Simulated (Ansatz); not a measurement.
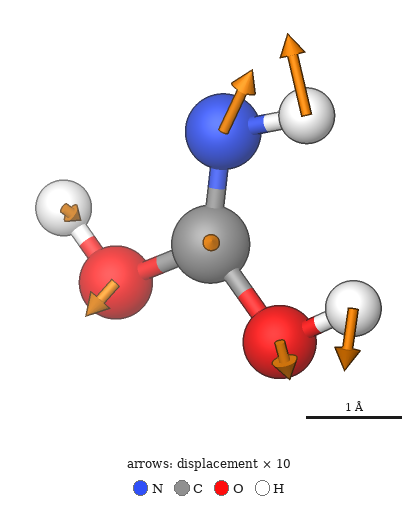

A relaxation of CH3NO2 (coarse preliminary run). The starting structure is drawn; orange arrows show the displacements, 10 times their true length. The two geometries are superimposed by the best rigid fit.

Style: ball-and-stick. Shown at a tilt.

The start comes from a force field.

The calculation used RKS PBE-D4/def2-SVP in Ansatz. Settings: force threshold 0.03 eV/Å; at most 200 steps.

What did the optimiser do to the structure, and how much energy did it gain?

The energy falls by 8.89 kcal/mol in 5 geometry steps. Largest force component: 5.4 eV/Å at the start, 0.017 eV/Å at the end. An H atom moves most after the best rigid fit: 0.090 Å. By element the largest moves are H 0.090 Å, N 0.077 Å, O 0.049 Å, C 0.018 Å. Near-neighbour distances that change, for instance: C–N 1.215 → 1.281 Å, H–N 1.082 → 1.029 Å, C–O 1.296 → 1.345 Å, C–O 1.328 → 1.357 Å. Bond angles that change, for instance: C–O–H 108.1° → 104.6°, O–C–O 110.8° → 108.0°, C–N–H 110.4° → 112.8°. The run took 5.5 s on 2 threads of Arm Neoverse V2, on a shared host.
